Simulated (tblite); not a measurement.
**Run report: ZnN$_{4}$H$_{12}$ (charge +2), single-point calculation**

ZnN$_{4}$H$_{12}$, charge +2, computed with GFN1-xTB, R-SCC (tblite 0.8.0).

The geometry comes from this level: GFN2-xTB.

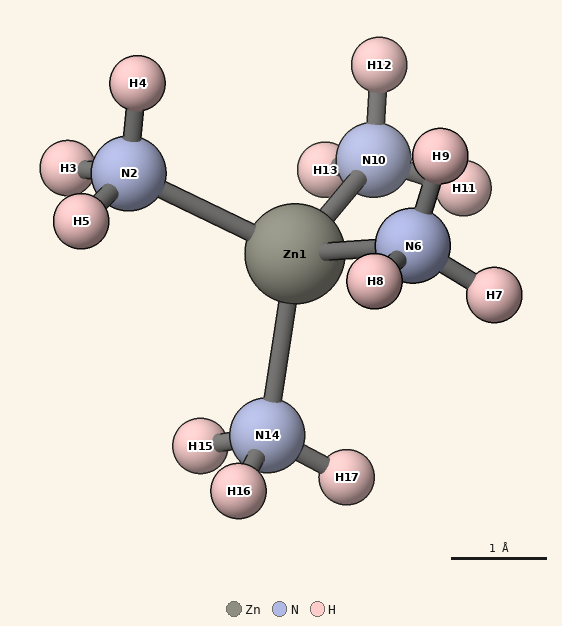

The structure (ball-and-stick view, seen at a tilt; atoms are numbered from 1 in the order of the input). Sticks mark near contacts. Bond lengths as drawn: H–N 1.02 Å and N–Zn 2.01 Å.

## Results in brief

| quantity | value |
| --- | --- |
| outcome | converged |
| total energy | −19.199234 hartree |
| basis functions | 44 |
| largest force | 0.574 eV/Å |
| HOMO | −21.58 eV |
| LUMO | −14.62 eV |
| hardware | 1 thread of Intel Xeon @ 2.90GHz (Ice Lake), 192 GiB of memory available, shared host |
| peak memory | 0.11 GiB |

## Remarks

Settings chosen away from the usual ones: mixer_damping.

## Input (job.py)
```python
import json
import numpy as np
from tblite.interface import Calculator
from tblite.interface import symbols_to_numbers

geometry = """
Zn    -0.000030    -0.005860     0.005680
N     -0.002420    -0.016120     2.019200
H     -0.937020     0.055800     2.419000
H      0.528540     0.752130     2.426640
H      0.398840    -0.865340     2.414130
N      1.894620     0.011380    -0.671430
H      1.956630    -0.104960    -1.682040
H      2.471700    -0.729380    -0.275540
H      2.386450     0.879660    -0.465790
N     -0.942210     1.644030    -0.660420
H     -0.859740     1.772710    -1.667690
H     -0.582430     2.502140    -0.245230
H     -1.942370     1.646000    -0.465770
N     -0.950030    -1.642020    -0.683660
H     -1.880750    -1.761620    -0.286480
H     -0.455430    -2.511070    -0.487010
H     -1.084360    -1.627480    -1.693580
"""
lines = [l.split() for l in geometry.strip().splitlines()]
symbols = [l[0] for l in lines]
numbers = np.array(symbols_to_numbers(symbols))
positions = np.array([l[1:4] for l in lines], float) / 0.52917721

xtb = Calculator("GFN1-xTB", numbers, positions, charge=2, uhf=0)
xtb.set("max-iter", 100)
xtb.set("mixer-damping", 0.8)
wfn = xtb.singlepoint()

print(f"total energy: {wfn.get('energy') * 27.211386:.8f} eV")
eps = np.atleast_2d(wfn.get("orbital-energies")) * 27.211386
occ = np.atleast_2d(wfn.get("orbital-occupations"))
filled = occ.sum(axis=0) if eps.shape[0] == 1 else occ[0]
homo = np.nonzero(filled > 0.5)[0].max()
print("  MO   occupation   energy/eV")
for i in range(max(0, homo - 4), min(eps.shape[1], homo + 5)):
    print(f"{i + 1:4d} {filled[i]:10.4f} {eps[0, i]:12.4f}")
mu = wfn.get("dipole") * 2.541746
print(f"dipole: {np.linalg.norm(mu):.4f} D, components " + " ".join(f"{c:.4f}" for c in mu))
q = wfn.get("charges")
print("Charges:", " ".join(f"{s}{i + 1}={c:+.4f}" for i, (s, c) in enumerate(zip(symbols, q))))
out = {k: np.asarray(wfn.get(k)).tolist() for k in ("energy", "gradient", "charges", "dipole", "orbital-energies", "orbital-occupations")}
out.update(symbols=symbols, positions=(positions * 0.529177210903).tolist())
json.dump(out, open("results.json", "w"))
```

Launched with:
```bash
python job.py
```

## Log
```
------------------------------------------------------------
  cycle        total energy    energy error   density error
------------------------------------------------------------
      1     -18.95995146946  -1.9165957E+01   5.9616846E-01
      2     -18.94260939524   1.7342074E-02   2.8936093E-01
      3     -19.10331671969  -1.6070732E-01   1.6813748E-01
      4     -19.19470754961  -9.1390830E-02   3.6153124E-02
      5     -19.19922970260  -4.5221530E-03   2.5271514E-03
      6     -19.19922967916   2.3436158E-08   1.4531463E-03
      7     -19.19923382474  -4.1455789E-06   3.0103361E-04
      8     -19.19923424294  -4.1819348E-07   5.6641681E-05
      9     -19.19923425718  -1.4248645E-08   1.4547702E-05
------------------------------------------------------------

 total:                                   0.009 sec
total energy: -522.43777428 eV
  MO   occupation   energy/eV
  12     2.0000     -24.0142
  13     2.0000     -23.6596
  14     2.0000     -21.5836
  15     2.0000     -21.5827
  16     2.0000     -21.5800
  17     0.0000     -14.6175
  18     0.0000     -12.9058
  19     0.0000     -12.9047
  20     0.0000     -12.9042
dipole: 0.0061 D, components 0.0025 -0.0038 -0.0041
Charges: Zn1=+0.7439 N2=-0.4829 H3=+0.2658 H4=+0.2659 H5=+0.2658 N6=-0.4833 H7=+0.2654 H8=+0.2660 H9=+0.2657 N10=-0.4836 H11=+0.2655 H12=+0.2654 H13=+0.2660 N14=-0.4831 H15=+0.2658 H16=+0.2661 H17=+0.2655
```

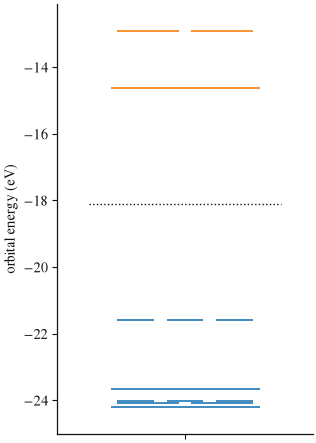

Orbital energies near the frontier; the dotted line parts filled from empty levels, and levels within 0.02 eV of each other stand side by side. Highest filled −21.58 eV, lowest empty −14.62 eV, 6.96 eV apart.
